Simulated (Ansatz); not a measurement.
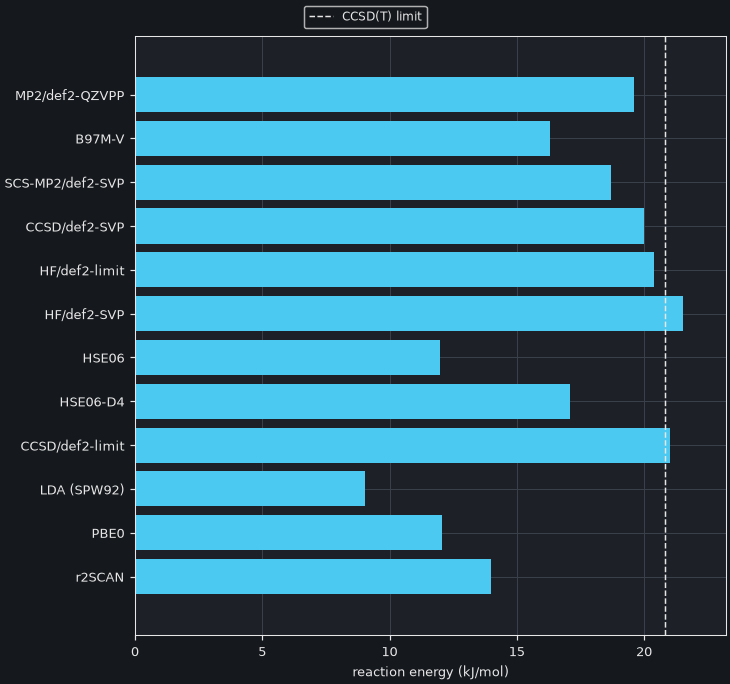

Electronic reaction energy of Si₂H₄O₃F₂ (O[SiH](O)O[SiH](F)F) + H₂O (O) → SiH₂OF₂ (O[SiH](F)F) + SiH₄O₃ (O[SiH](O)O) (SMILES in brackets) at several levels (functionals in def2-TZVPP unless a basis is named), isolated molecules at PBE0-D4 triple-zeta geometries, minima by their frequencies, no zero-point or thermal terms, the Ansatz code 0.2.0. The line is frozen-core CCSD(T) at the basis limit (MP2 extrapolated from triple and quadruple zeta, plus CCSD(T) less MP2 in a smaller set). No dispersion term is added to HSE06, PBE0 and r2SCAN. The distance of MP2/def2-QZVPP, SCS-MP2/def2-SVP, CCSD/def2-SVP and HF/def2-SVP to the limit includes basis error.

### Which level comes closest to the line (CCSD(T) limit), and which misses most?

Closest CCSD/def2-limit (21.0 kJ/mol), against 20.8 kJ/mol; farthest LDA (SPW92) (9.0 kJ/mol).

### Give the values.

```tsv
level	kJ/mol	less CCSD(T) limit
MP2/def2-QZVPP	19.6	−1.2
B97M-V	16.3	−4.5
SCS-MP2/def2-SVP	18.7	−2.1
CCSD/def2-SVP	20.0	−0.8
HF/def2-limit	20.4	−0.4
HF/def2-SVP	21.5	0.7
HSE06	12.0	−8.8
HSE06-D4	17.1	−3.7
CCSD/def2-limit	21.0	0.2
LDA (SPW92)	9.0	−11.8
PBE0	12.1	−8.8
r2SCAN	14.0	−6.8
CCSD(T) limit	20.8	0.0
```

Known limits of this run: one conformer of each flexible molecule.
